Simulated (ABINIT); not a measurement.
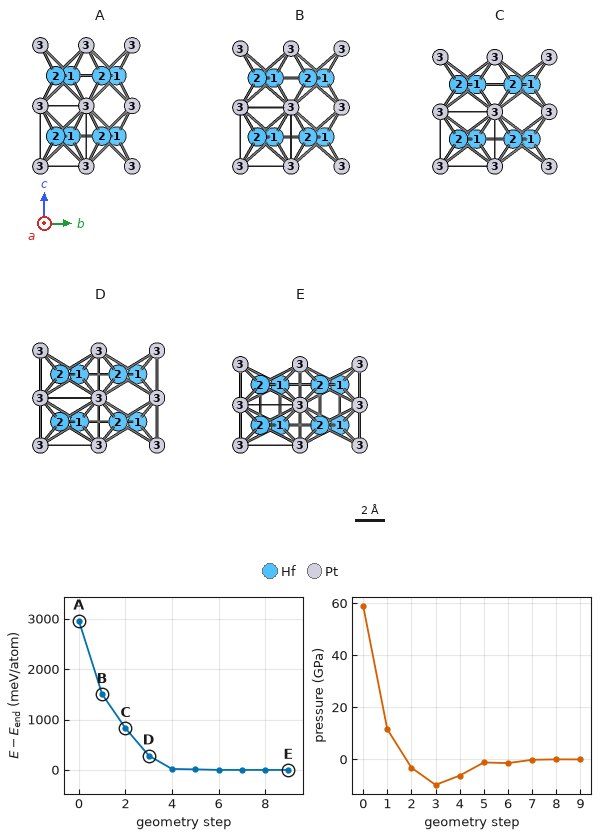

Frames of a relaxation of a crystal of Hf2Pt (a generated structure, set up in P6/mmm), marked on the history of the run. A ball-and-stick model of the cell of the calculation, repeated 1 × 2 × 2 with one cell outlined, seen along the a axis.

The run lets cell and atoms move.

Computed with Kohn-Sham DFT of a periodic cell, PBE, JTH PAW PBE v2.0 in ABINIT.

The input:
```
# Pseudopotentials
pp_dirpath "./"
pseudos "Hf.GGA_PBE-JTH.xml, Pt.GGA_PBE-JTH.xml"

# Structure
acell 3*1.0 Angstrom
rprim
     3.6872167900     0.0000000000     0.0000000000
    -1.8436084000     3.1932234100     0.0000000000
     0.0000000000     0.0000000000     4.2107168800
ntypat 2
znucl 72 78
natom 3
typat 1 1 2
xcart
    -0.0000000218     2.1288156173     2.1053584400
     1.8436084118     1.0644077927     2.1053584400
     0.0000000000     0.0000000000     0.0000000000 Angstrom
chkprim 0
chksymtnons 0
tolsym 1.0e-6

# Plane-wave basis
ecut 20.0
pawecutdg 40.0

# k points
kptopt 1
ngkpt 8 8 6
nshiftk 1
shiftk 0.0 0.0 0.0

# Exchange and correlation
ixc 11

# Bands and occupations
nband 21
occopt 3
tsmear 0.00183747

# SCF cycle
nstep 100
tolvrs 1.0e-9

# Output
iomode 3
prtwf 0
prtden 0
prteig 0
prtebands 0
enunit 2

# Relaxation
ionmov 2
ntime 60
tolmxf 0.0001
optcell 2
dilatmx 1.15
ecutsm 0.5
chkdilatmx 0
```

Run as
```bash
abinit run.abi > log 2>&1
```

Describe the path.

The energy falls by 2963 meV per atom in 9 geometry steps. All forces vanish by symmetry, so only the cell relaxes. Pressure: 59.06 GPa at the start and 0.00 GPa at the end. No atom moves by more than 0.005 Å relative to the cell. The volume changes by +12.9 %, with a = b 3.687 → 4.788 Å (+29.9 %), c 4.211 → 2.820 Å (−33.0 %). Near-neighbour distances that change, for instance: Hf1–Hf1 4.211 → 2.820 Å, Pt3–Pt3 4.211 → 2.820 Å, Hf1–Hf2 2.129 → 2.765 Å, Hf1–Pt3 2.994 → 3.103 Å. The space group stays P6/mmm (No. 191). Cost: 17 min on 1 thread of Arm Neoverse V1, with other jobs on the host, peak memory 0.2 GiB. From step 0 to 1: volume +18.6 %, energy −1459 meV per atom. From step 1 to 2: volume +7.0 %, energy −674 meV per atom. From step 2 to 3: volume −0.3 %, energy −543 meV per atom. From step 3 to 9: volume −10.7 %, energy −286 meV per atom.
